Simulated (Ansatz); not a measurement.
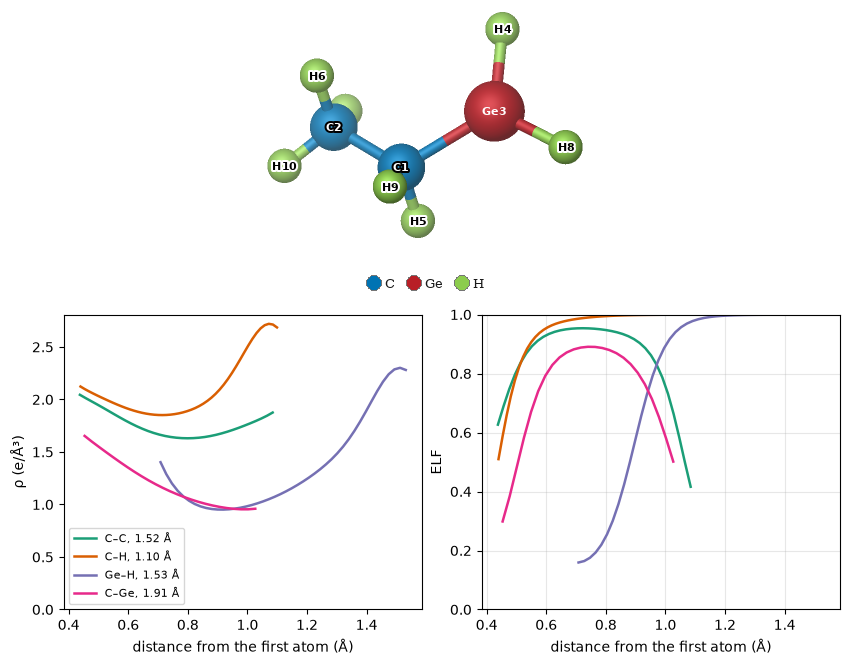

The picture shows: C$_{2}$H$_{7}$Ge (SMILES C[CH2][GeH2+]) (charge +1). Total electron density and ELF along straight lines between neighbouring atoms. The curves leave out the atomic cores. The structure is drawn too.

Geometry: PBE0-D3(BJ)/def2-SVP.

The calculation used isolated molecule in a Gaussian basis; Kohn-Sham density functional theory, functional PBE0 (Ansatz).

The calculation's input:

```
crystal:
  periodic: [false, false, false]
  atoms:
    - {symbol: C, position_ang: [0.135203, 0.072953, -0.472941]}
    - {symbol: C, position_ang: [1.378579, 0.206790, 0.395058]}
    - {symbol: Ge, position_ang: [-1.554155, 0.258321, 0.397226]}
    - {symbol: H, position_ang: [-1.684285, 0.530922, 1.899061]}
    - {symbol: H, position_ang: [0.066956, -0.904563, -0.993968]}
    - {symbol: H, position_ang: [1.447864, 1.195174, 0.870913]}
    - {symbol: H, position_ang: [1.420249, -0.560826, 1.180643]}
    - {symbol: H, position_ang: [-2.860486, 0.138840, -0.392958]}
    - {symbol: H, position_ang: [0.096337, 0.811620, -1.300408]}
    - {symbol: H, position_ang: [2.271557, 0.081869, -0.233845]}
basis:
  gaussian:
    orbitals: def2-TZVPD
hamiltonian:
  xc: {name: PBE0}
total_charge: 1
output:
  forces: true
  orbitals: {seedname: orbitals}
```

Launched as:

```sh
ansatz run input.yaml --threads 2 --pin off --max-ram 4350MiB --events-out events.jsonl --progress --plain --runs-dir runs
```

> Compare the contacts.

C–C (1.52 Å): ρ is about 1.6 e/Å³ halfway; the ELF peaks at about 0.95 between the atoms; a covalent bond.
C–H (1.10 Å): the density is about 2 e/Å³ at the midpoint; the ELF climbs to about 1 towards the hydrogen, as it does in any bond to H: an ordinary covalent bond to hydrogen.
Ge–H (1.53 Å): ρ at the midpoint is about 1.1 e/Å³; the ELF climbs to about 1 towards the hydrogen.
C–Ge (1.91 Å): ρ at the midpoint is about 0.96 e/Å³; the ELF peaks at about 0.90 between the atoms, as expected for a shared electron pair.
